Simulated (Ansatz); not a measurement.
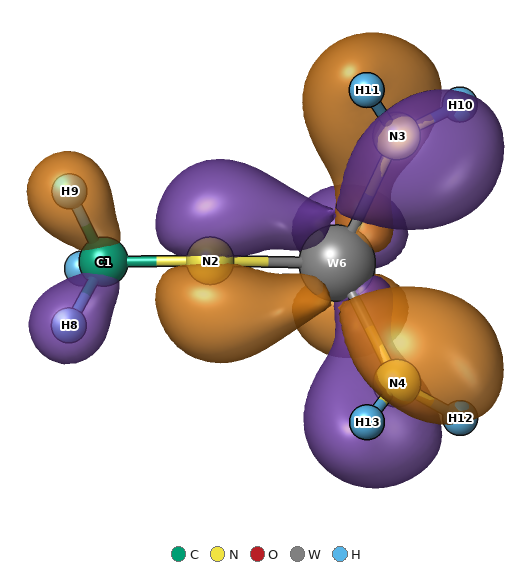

*CH₇N₃OW (SMILES C[N]=[W]([NH2])([NH2])=[O]). One frontier orbital at ±0.08 Å⁻³ᐟ² (orange and purple are the two phases), seen across its widest extent.*

Geometry: PBE0-D4/def2-SVP; core potentials replace the inner electrons of W.

Theory: isolated molecule in a Gaussian basis; Kohn-Sham density functional theory, functional PBE0 in Ansatz.

```yaml
atoms:
  - { symbol: C, position_ang: [-0.8176, -0.2429, -1.7577] }
  - { symbol: N, position_ang: [-0.1276, 0.8140, -1.1095] }
  - { symbol: N, position_ang: [-0.1658, 3.6714, -0.3325] }
  - { symbol: N, position_ang: [2.4006, 1.7074, 0.1473] }
  - { symbol: O, position_ang: [1.5723, 2.6793, -2.5694] }
  - { symbol: W, position_ang: [0.9314, 2.2142, -1.0429] }
  - { symbol: H, position_ang: [-0.6138, -0.2831, -2.8426] }
  - { symbol: H, position_ang: [-0.5324, -1.2160, -1.3207] }
  - { symbol: H, position_ang: [-1.9077, -0.1340, -1.6197] }
  - { symbol: H, position_ang: [0.0541, 4.6532, -0.4734] }
  - { symbol: H, position_ang: [-1.0519, 3.5653, 0.1491] }
  - { symbol: H, position_ang: [3.3085, 2.1633, 0.1358] }
  - { symbol: H, position_ang: [2.3974, 0.9252, 0.7927] }
```

Question: Which orbital is it: HOMO or LUMO?

Answer: The HOMO, at −7.16 eV. By Hirshfeld shares it lies mainly on N3 (about 25 %), N4 (about 25 %), N2 (about 15 %), W6 (about 10 %) and O5 (about 10 %); largely a combination of lone pairs on N3, N4, N2 and O5.
